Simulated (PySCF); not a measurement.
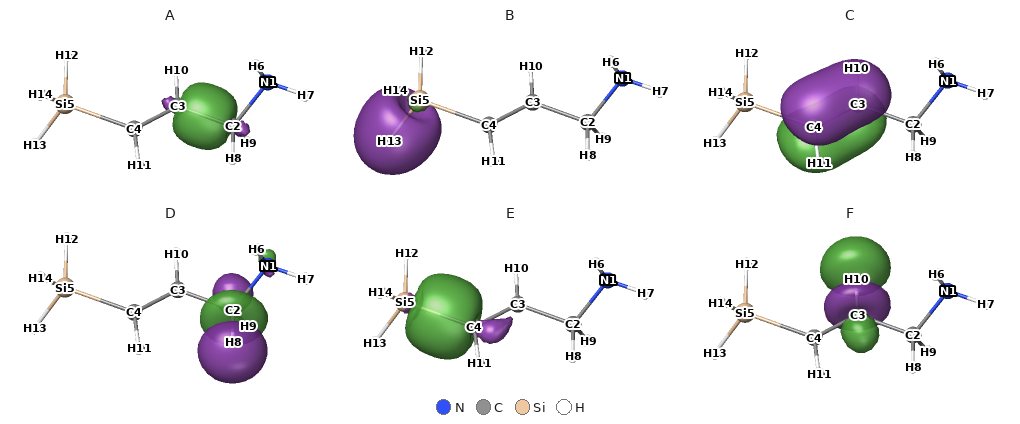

*C3H9NSi, SMILES `NC/C=C/[SiH3]`. Intrinsic bond orbitals (IBO), occupied and valence-virtual; each surface holds about 80 % of the orbital's density. Energies are diagonal elements of the Fock matrix.*

Level of theory: r2SCAN/def2-SVPD (PySCF), at a geometry from GFN2-xTB. No frequency check shows the geometry to be a minimum.

Input script:

```python
import numpy as np
from pyscf import gto, scf, dft, lo
from pyscf.data.elements import chemcore

def solve(mol, dm0=None, hcore=None):
    mf = (dft.UKS if mol.spin else dft.RKS)(mol, xc='r2scan')
    mf.grids.level = 3
    mf = mf.density_fit(auxbasis='def2-universal-jkfit')
    mf.conv_tol, mf.max_cycle = 1e-8, 80
    if hcore is not None:
        mf.get_hcore = lambda *args: hcore
    mf.kernel(dm0)
    if not mf.converged:
        mf = mf.newton().run(mf.mo_coeff, mf.mo_occ, max_cycle=30)
    assert mf.converged, 'SCF not converged'
    return mf

mol = gto.M(atom='''
N      2.81611     0.57200     0.14951
C      1.89171    -0.50680    -0.17692
C      0.50360     0.04035    -0.31415
C     -0.58889    -0.51057     0.19723
Si    -2.32934     0.16905     0.01618
H      2.56724     0.98502     1.04245
H      3.76375     0.21850     0.22282
H      1.89669    -1.33275     0.55590
H      2.20686    -0.91661    -1.14475
H      0.44974     0.96287    -0.87557
H     -0.47406    -1.43331     0.75754
H     -2.29900     1.41799    -0.74431
H     -3.16337    -0.81936    -0.67510
H     -2.88842     0.40900     1.35101
''', basis='def2-svpd', charge=0, spin=0, verbose=4)
mf = solve(mol)
occ_all = mf.mo_coeff[:, mf.mo_occ > 0]
occ = occ_all[:, chemcore(mol):]
loc = lo.ibo.ibo(mol, occ, iaos=lo.iao.iao(mol, occ_all))
fock, s = mf.get_fock(), mf.get_ovlp()
ortho = lo.orth_ao(mol, 'meta_lowdin')
ortho = lo.vec_lowdin(lo.iao.iao(mol, occ_all), s)
labels = lo.iao.reference_mol(mol).ao_labels(fmt=None)
vir = lo.vvo.livvo(mol, occ_all, mf.mo_coeff[:, mf.mo_occ == 0])
both = np.hstack([loc, vir])
p = (ortho.T @ s @ both) ** 2
pop = np.array([p[[l[0] == a for l in labels]].sum(0) for a in range(mol.natm)])
spd = np.array([[p[[l[0] == a and l[2][-1] == k for l in labels]].sum(0) for k in 'spd'] for a in range(mol.natm)])
eps = np.einsum('pi,pq,qi->i', both, fock, both)
for i in np.argsort(eps):
    top = np.argsort(-pop[:, i])[:3]
    print('%3d %s %9.4f Eh ' % (i + 1, 'occ' if i < loc.shape[1] else 'vir', eps[i]), '  '.join('%s%d %.3f' % (mol.atom_symbol(a), a + 1, pop[a, i]) for a in top))
np.savez('result.npz', c=both, nocc=loc.shape[1], pop=pop, spd=spd, eps=eps, e=mf.e_tot)
```

Launched as:

```sh
OMP_NUM_THREADS=1 python input.py
```

The run took 70 s on 1 thread of Arm Neoverse V2, on a shared host, peak memory 0.71 GiB.

Name the orbitals, with their atomic make-up and energies.

Answer. By panel:
- A: σ bond C2–C3 (C2 50 %, C3 49 %; −14.0 eV)
- B: σ bond H13–Si5 (H13 56 %, Si5 44 %; −10.0 eV)
- C: π bond C4–C3 (C4 51 %, C3 46 %; −7.3 eV)
- D: σ* orbital H8–C2 (H8 55 %, C2 43 %; 8.6 eV)
- E: σ bond C4–Si5 (C4 63 %, Si5 36 %; −11.1 eV)
- F: σ* orbital H10–C3 (H10 57 %, C3 42 %; 9.7 eV)

Which has the smallest and which the largest spatial spread?

Answer. Smallest: A (0.83 Å); largest: C (1.26 Å).
